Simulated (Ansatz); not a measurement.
**Nudged elastic band of ZnH3ClO (part 2 of 2)**

ZnH3ClO; RKS PBE0/def2-SVP (Ansatz 0.2.0). The run did not end well. It belongs to a series of runs on one base structure; here: band between the two ends.

Geometry of the input (Å):
```
Zn -0.2168  -0.0668  0.2166
O  -0.3830  -0.1201  1.9828
H  -1.2490  -0.3612  2.3248
Cl -0.0129  -0.0018  -1.8780
H  2.1408  0.5925  0.5788
H  1.8468  0.5083  1.2799
```

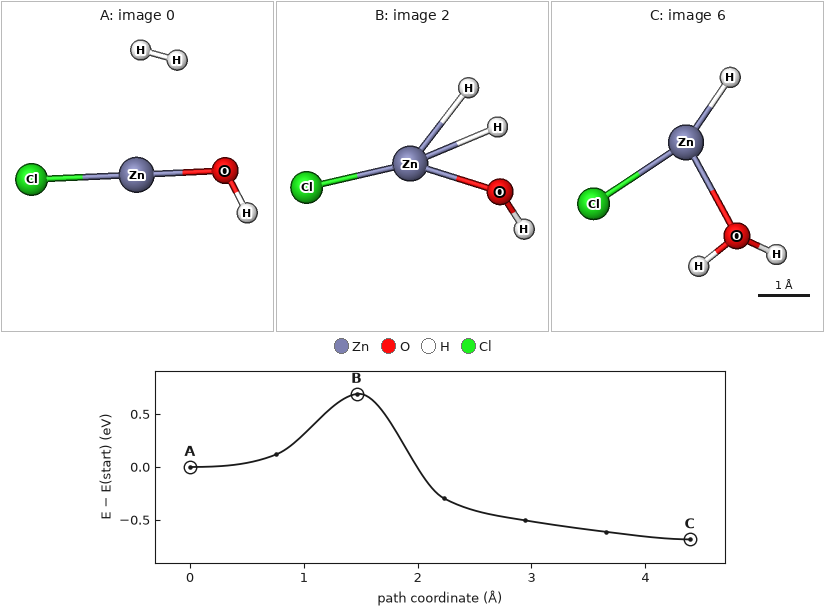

Figure 1. Images of the last band (counted from 0; ball-and-stick, seen on its broad side) above the energy along the path; the line is a cubic interpolation that uses the forces. The highest image is number 2, 0.690 eV above the start and 1.375 eV above the end (the climbing image); the end lies 0.684 eV below the start. The path is 4.39 Å long. The band had not converged after 60 iterations.

```
Unfinished report: {"positions_ang":[[0.27924585760142673,0.15162307530671798,-0.047098153936781316],[-0.17960921776748734,0.23720894220132557,1.807143821643345],[-0.6650221423255581,-0.4541773028242229,2.274555103086753],[-0.2966730145668374,-0.133048084538135,-2.0633699114753448],[1.8520814770790506,0.44073068377562796,0.9395988771055116],[1.1360790499794051,0.3084616860786866,1.5940722735765163]],"unchecked":["starts","cluster_reference","orbital_swaps","neighbouring_geometries","increment"],"mean_field":{"relativity":"none","state":{"energy":{"ev":-63012.9984820038,"hartree":-2315.6849824692167},"converged":true,"gradient_ev":0.00001530673580463832,"stability":{"kind":"minimum","curvature_ev":32.82251318566269},"curvature_floor_ev":0.00030000000000000003,"spin_squared":-3.552713678800501e-15},"others":[],"fillings":{"estimated":0,"unestimated":0,"tried":0,"untried":0,"excluded_magnetic_sites":0},"n_dropped_functions":0,"n_trapped_functions":0,"passes":{"evaluations":3,"products":21},"factors":{"origin":"Cholesky decomposition","count":786,"bound_ev":0.0012120998578269654},"gradient_stop_ev":0.00009,"reference_kind":"stationary","functional":{"name":"PBE0","citations":["Adamo & Barone, J. Chem. Phys. 110, 6158 (1999) doi:10.1063/1.478522","Perdew, Burke & Ernzerhof, Phys. Rev. Lett. 77, 3865 (1996) doi:10.1103/PhysRevLett.77.3865"],"text":"name \"PBE0\"\ncite \"Adamo & Barone, J. Chem. Phys. 110, 6158 (1999) doi:10.1063/1.478522\"\ncite \"Perdew, Burke & Ernzerhof, Phys. Rev. Lett. 77, 3865 (1996) doi:10.1103/PhysRevLett.77.3865\"\nparent pbe\nparameter a = 0.25\nparameter kappa = 0.804\nparameter beta = 0.06672455060314922\nexchange = (1 - a)*pbe_x(kappa = kappa, mu = beta*pi^2/3) + a*exact_x\ncorrelation = pbe_c(beta = beta)\n","parameters":{"a":{"value":0.25,"default":0.25},"beta":{"value":0.06672455060314922,"default":0.06672455060314922},"kappa":{"value":0.804,"default":0.804}},"final_grid":{"core_spheres":13.0,"valence_spheres":11.0,"degree":36.0},"final_grid_parameter_source":"default","radial_points_factor":1.0,"radial_grid_error_ev":3.235511906987185e-7,"grid_sensitivity":"normal","grid_sensitivity_ratio":0.001870803151768979},"unsmoothed_excess_ev":-0.00003134697968326711,"symmetry":{"irreps":["A"],"axes":[[0.9999042572294398,0.006278628635441539,0.012331066332678503],[-0.006243886544929047,0.9999764342191887,-0.002853924857243508],[-0.012348694475804224,0.002776657835411465,0.9999198967497388]],"occupied":[{"A":29},{"A":29}]},"held":{"pivots":786,"left_out":0,"joined":0},"density_repulsion":{"missed_ev":0.000029200613203429536,"excess_ev":3.261095869172573e-7,"most_excess_ev":0.0001566,"are_drawn_again":false,"n_first_factors":786,"energy_change_ev":0.0,"n_dropped_ends":0}},"factors":{"origin":"Cholesky decomposition","count":786,"bound_ev":0.0012120998578269654},"n_frozen":0,"n_occupied":[29,29],"n_virtual":[49,49],"reference":{"ev":-63012.9984820038,"hartree":-2315.6849824692167},"total":{"ev":-63012.9984820038,"hartree":-2315.6849824692167},"forces_ev_per_angstrom":[[-0.03288856774713256,0.04185095387028786,-0.012179152625661289],[-0.1045658071567504,-0.01609965891925917,-0.0611772657224534],[0.025697976330577913,0.004470333293970589,0.083939584953016],[0.0222403617983099,-0.0046662222127673925,-0.007076968625539393],[-0.11364675343835719,-0.02206296280899173,0.12897325213374358],[0.20316279022122027,-0.0034924432170417787,-0.13247945011989487]],"charge_distribution":{"dipole_moment_e_ang":[0.025950422448738058,-0.19025429747793968,0.4919004004666206],"mulliken_charges_e":[0.6756897018184489,-0.5124999031170017,0.19141483359249845,-0.36518553676400956,-0.23507186568420368,0.24565277015422726],"lowdin_charges_e":[0.345074691561166,-0.10693995202671935,-0.030974644867054923,-0.15940576776665694,-0.0924704755370016,0.04471614863622886]},"n_threads":1,"memory_gib":1.7045454550534487,"seconds":{"hamiltonian":2.733887708,"orbitals":0.0,"second_order":0.0,"solver_start":0.0,"cycles":0.0,"cycle":0.0,"perturbative":0.0,"full_ci_increment":0.0,"forces":0.0}}
this run last wrote the band of iteration 60 to [file]
Error: NEB band did not converge after 60 iterations: max|band force component| = 1.61e-1 eV/Å (threshold 3.0e-2); raise `neb.max_iterations` in a new run, which can start from the last band evaluated (`neb.initial_path`, with `crystal.atoms` and `neb.final_atoms` set to its first and last images), add images, or start from endpoints closer to local minima. Where this run's directory can be resumed (`checkpoint.write`), a resume goes on for up to `neb.max_iterations` more; to start a new run from the last band, take its images' positions from the `neb_iteration` event of iteration 60 (`data.images[].positions_ang`), in the event stream of the run that computed that iteration (not this run's, if it was resumed behind it). With `checkpoint.write`, `steps/00-neb/state/checkpoint.json` in the run directory holds the last saved band, under `neb.evaluated.images[].positions_ang` (a band under a hybrid functional on support functions is neither saved nor resumed: `neb.initial_path` says where its path is): check the last entry of `neb.iterations` there, which is earlier than 60 if that iteration was not saved or its write failed. If the band's step has no `state` directory and holds `state.next`, a write was cut short, and the file is under `state.next` instead (behind a loss of power it can be under `state.prev`)
this run wrote the band of iteration 60 to [file] as well, whether or not its events were kept: a new run's `neb.initial_path` can list its `images[].positions_ang`
a run's events are kept only if it was started with --events-out <file>, and are in that file
```

**The last band as extended XYZ (Å, eV, eV/Å)**
```
6
Properties=species:S:1:pos:R:3:forces:R:3 image=0 energy=-63013.68882
Zn   -0.2168   -0.0668    0.2166    0.0024   0.0007   0.0035
O    -0.3830   -0.1201    1.9828   -0.0032  -0.0007  -0.0021
H    -1.2490   -0.3612    2.3248   -0.0029  -0.0009   0.0003
Cl   -0.0129   -0.0018   -1.8780   -0.0005  -0.0002   0.0013
H     2.1408    0.5925    0.5788   -0.0018  -0.0005   0.0025
H     1.8468    0.5083    1.2799    0.0061   0.0016  -0.0055
6
Properties=species:S:1:pos:R:3:forces:R:3 image=1 energy=-63013.57048
Zn   -0.0873    0.0351    0.0651   -0.2689  -0.0631   0.0640
O    -0.2750    0.1277    1.8458   -0.1282  -0.0236   0.0270
H    -0.9099   -0.4422    2.2860   -0.1535  -0.0401  -0.0053
Cl   -0.2052   -0.0900   -2.0341    0.0880   0.0176   0.0323
H     2.0581    0.5285    0.8881    0.1951   0.0553  -0.0480
H     1.5454    0.3917    1.4540    0.2674   0.0539  -0.0700
6
Properties=species:S:1:pos:R:3:forces:R:3 image=2 energy=-63012.99845
Zn    0.2792    0.1516   -0.0471   -0.0329   0.0419  -0.0122
O    -0.1796    0.2372    1.8071   -0.1046  -0.0161  -0.0612
H    -0.6650   -0.4542    2.2746    0.0257   0.0045   0.0839
Cl   -0.2967   -0.1330   -2.0634    0.0222  -0.0047  -0.0071
H     1.8521    0.4407    0.9396   -0.1136  -0.0221   0.1290
H     1.1361    0.3085    1.5941    0.2032  -0.0035  -0.1325
6
Properties=species:S:1:pos:R:3:forces:R:3 image=3 energy=-63013.98498
Zn    0.6678    0.2190   -0.2260    0.3241   0.0412  -0.0780
O    -0.2164    0.2230    1.7885    0.0307   0.0208  -0.0316
H    -0.6246   -0.4691    2.3243    0.0501  -0.0084  -0.0309
Cl   -0.3965   -0.1270   -2.0354   -0.1229  -0.0136   0.0769
H     1.9522    0.4621    0.6752    0.0830   0.0130  -0.2555
H     0.7436    0.2428    1.9782   -0.3651  -0.0530   0.3191
6
Properties=species:S:1:pos:R:3:forces:R:3 image=4 energy=-63014.19258
Zn    0.7873    0.2978   -0.2642    0.0483   0.0047   0.0102
O    -0.0998    0.0892    1.7334    0.0211  -0.0119  -0.0382
H    -0.7732   -0.4486    2.1670   -0.0339  -0.0109  -0.1006
Cl   -0.6143   -0.1790   -1.8087   -0.0550  -0.0131   0.1024
H     2.1563    0.6892    0.3617    0.0602   0.0245  -0.0450
H     0.6698    0.1021    2.3156   -0.0407   0.0067   0.0713
6
Properties=species:S:1:pos:R:3:forces:R:3 image=5 energy=-63014.30179
Zn    0.8645    0.4006   -0.2132    0.0266   0.0060   0.0129
O    -0.0204    0.1214    1.7333    0.0377  -0.0065   0.0069
H    -0.8081   -0.4309    1.8129   -0.0196  -0.0259  -0.0773
Cl   -0.7826   -0.2977   -1.4104   -0.0221   0.0003   0.0718
H     2.2865    0.8960    0.1453    0.0388   0.0189  -0.0574
H     0.5862   -0.1385    2.4371   -0.0614   0.0073   0.0430
6
Properties=species:S:1:pos:R:3:forces:R:3 image=6 energy=-63014.37307
Zn    0.9585    0.4546   -0.1267   -0.0102   0.0015  -0.0146
O     0.0174    0.1443    1.7815   -0.0103   0.0094  -0.0171
H    -0.7644   -0.3335    1.4534    0.0143   0.0054  -0.0012
Cl   -0.8555   -0.3905   -1.0044    0.0110   0.0027   0.0112
H     2.3875    1.0354   -0.1168   -0.0030  -0.0028   0.0016
H     0.3826   -0.3594    2.5180   -0.0018  -0.0162   0.0201
```

**Outcome**

```tsv
quantity	value
outcome	not converged
barrier, forward (band not converged)	0.690 eV
barrier, backward	1.375 eV
wall time	14 min
peak memory	0.15 GiB
```

**What went wrong**

The run did not converge: “NEB band did not converge after 60 iterations: max|band force component| = 1.61e-1 eV/Å (threshold 3.0e-2); raise `neb.max_iterations` in a new run, which can start from the last band evaluated (`neb.initial_path`, with `crystal.atoms` and `neb.final_atoms` set to its first and last images), add images, or start from endpoints closer to local minima …” Its last values are not results.
